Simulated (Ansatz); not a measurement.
**AlF3 (SMILES [F][Al]([F])[F]) at 6 levels**

We compute a comparison of 6 runs (BHLYP/STO-3G, PBE/STO-3G, PBE0/STO-3G, r2SCAN0/STO-3G, BCCD(T)/STO-3G, CCSDTQ/STO-3G) of AlF3. 

The calculation is run with Ansatz 0.2.0.

38 further runs of the same task are left out: 6 that didn't finish, 32 set aside as unsound or not needed.

## Step 1: The system as given

AlF3: 4 atoms, total charge 0, spin state singlet. SMILES: `[F][Al]([F])[F]`. The F3–Al1 distance was set to 2.447 Å, away from the relaxed value.

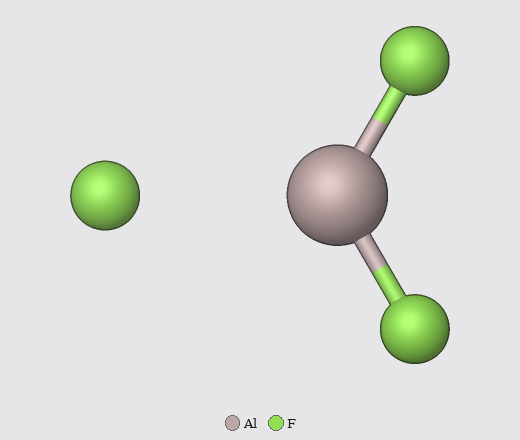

Viewed from a chosen angle; aluminium light grey, fluorine green.

## Step 2: The energy at BHLYP/STO-3G (run 1)

input.yaml

```yaml
crystal:
  periodic: [false, false, false]
  atoms:
    - {symbol: Al, position_ang: [0.395489, -0.713463, 0.006430]}
    - {symbol: F, position_ang: [2.026529, -0.740263, 0.021180]}
    - {symbol: F, position_ang: [-0.791540, 1.425990, -0.016640]}
    - {symbol: F, position_ang: [-0.443411, -2.111783, 0.012090]}
basis:
  gaussian: {orbitals: STO-3G}
accuracy: high
hamiltonian: {xc: {name: BHLYP}}
```

On the command line:

```
$ ansatz run input.yaml --threads 1 --pin off --max-ram 2610MiB --events-out events.jsonl --progress --plain --runs-dir runs
```

The program printed:

```text
Warning: RAYON_NUM_THREADS=1 ignored (pool sized by the plan → 1); use --threads N
Functional definition: BHLYP
  name "BHLYP"
  parameter a = 0.5
  exchange = (1 - a)*b88_x + a*exact_x
  correlation = lyp_c
423 factors; integrals over basis functions are off by at most 4.3e-8 eV
mean field evaluation 1: about -14538.2989 eV, gradient 3.3e1 eV
mean field evaluation 2: about -14444.0532 eV, gradient 1.2e2 eV
mean field evaluation 4: about -14545.8148 eV, gradient 1.7e0 eV
mean field evaluation 8: about -14545.8469 eV, gradient 2.3e-1 eV
mean field evaluation 16: about -14545.8472 eV, gradient 4.7e-6 eV
mean field -14545.84723231 eV, -534.5500262581 hartree, gradient 7.7e-8 eV, S^2 0.000000; 0 other end points of the search recorded, 0 dependent functions left out
reference -14545.84724683 eV, -534.5500267918 hartree; 20, 20 occupied and 4, 4 virtual orbitals, 423 factors
Total energy: -14545.84724683 eV, -534.5500267918 hartree
```

Run time: 1.2 s. Hardware: 1 thread of Arm Neoverse V1, shared host; peak memory 0.099 GiB.

## Step 3: The energy at PBE/STO-3G (run 2)

input.yaml, as its differences from that of step 2:

```diff
@@ -8,4 +8,6 @@
 basis:
-  gaussian: {orbitals: STO-3G}
+  gaussian:
+    orbitals: STO-3G
+hamiltonian:
+  xc: {name: PBE}
 accuracy: high
-hamiltonian: {xc: {name: BHLYP}}
```

On the command line:

```
$ ansatz run input.yaml --threads 1 --pin off --max-ram 2610MiB --events-out events.jsonl --progress --plain --runs-dir runs
```

The program printed:

```text
Warning: RAYON_NUM_THREADS=1 ignored (pool sized by the plan → 1); use --threads N
Functional definition: PBE
  name "PBE"
  parameter kappa = 0.804
  parameter beta = 0.06672455060314922
  exchange = pbe_x(kappa = kappa, mu = beta*pi^2/3)
  correlation = pbe_c(beta = beta)
423 factors; integrals over basis functions are off by at most 4.3e-8 eV
mean field evaluation 1: about -14529.5359 eV, gradient 3.4e1 eV
mean field evaluation 2: about -14223.2415 eV, gradient 1.8e2 eV
mean field evaluation 4: about -14519.6349 eV, gradient 6.5e1 eV
mean field evaluation 8: about -14536.6998 eV, gradient 1.6e-1 eV
mean field evaluation 16: about -14513.4442 eV, gradient 1.9e1 eV
mean field -14536.70001771 eV, -534.2138723215 hartree, gradient 5.4e-9 eV, S^2 0.000000; 0 other end points of the search recorded, 0 dependent functions left out
reference -14536.70001905 eV, -534.2138723710 hartree; 20, 20 occupied and 4, 4 virtual orbitals, 423 factors
Total energy: -14536.70001905 eV, -534.2138723710 hartree
```

Wall time 1.4 s (1 thread of Arm Neoverse V1, shared host); peak memory 0.1 GiB.

Runs 3 to 5 aren't shown in full; the table further down has their settings and results.

## Step 4: A single-point energy at CCSDTQ/STO-3G (run 6)

in.yaml

```yaml
crystal:
  periodic: [false, false, false]
  atoms:
    - {symbol: Al, position_ang: [0.395489, -0.713463, 0.006430]}
    - {symbol: F, position_ang: [2.026529, -0.740263, 0.021180]}
    - {symbol: F, position_ang: [-0.791540, 1.425990, -0.016640]}
    - {symbol: F, position_ang: [-0.443411, -2.111783, 0.012090]}
basis:
  gaussian:
    orbitals: STO-3G
correlation:
  method: ccsdtq
  frozen_orbitals: {Al: 5, F: 1}
accuracy: high
scf:
  omitted_lower_state_checks: [cluster_reference, increment]
```

On the command line:

```
$ ansatz run in.yaml --threads 1 --pin off --max-ram 2610MiB --events-out events.jsonl --progress --plain --runs-dir runs
```

The program printed:

```text
Warning: RAYON_NUM_THREADS=1 ignored (pool sized by the plan → 1); use --threads N
[... 11 lines left out ...]
8 core orbitals not correlated: weight in the atoms' cores, before any rotation towards them, 1.000 or more for the frozen orbitals, at most 0.000 for the correlated occupied ones
[... 41 lines left out ...]
WARN: these amplitudes may be one of several solutions (largest doubles amplitude 0.43, level shift 3.43 eV)
Total energy: -14509.18581940 eV, -533.2027441834 hartree
Checks for a lower state left out: cluster_reference, increment
```

Run time: 26 s. Hardware: 1 thread of Arm Neoverse V1, shared host; peak memory 0.27 GiB.

## Step 5: All runs side by side

```tsv
run	level	frozen core orbitals	energy (Eh)	wall time
1	BHLYP/STO-3G	–	-534.550027	1.2 s
2	PBE/STO-3G	–	-534.213872	1.4 s
3	PBE0/STO-3G	–	-534.283356	1.3 s
4	r2SCAN0/STO-3G	–	-534.520617	3.3 s
5	BCCD(T)/STO-3G	8	-533.201353	0.32 s
6	CCSDTQ/STO-3G	8	-533.202744	26 s
```

## Step 6: Outcome

```
                                          quantity          value
                               run 6: total energy  -533.20274 Eh
run 6: correlation energy (8 core orbitals frozen)     -159.3 mEh
                              run 6: T1 diagnostic          0.030
```

In words: Totals of different functionals can't be ranked against each other. In runs 5, 6 the log says that unrestricted orbitals would lower the reference, so the values rest on an unstable closed-shell determinant (other closed-shell runs at this shape may share the fault). In runs 1, 2, 3, 4, 5, 6 the basis is minimal, so the values are rough. All runs together took 33 s, the longest 26 s.
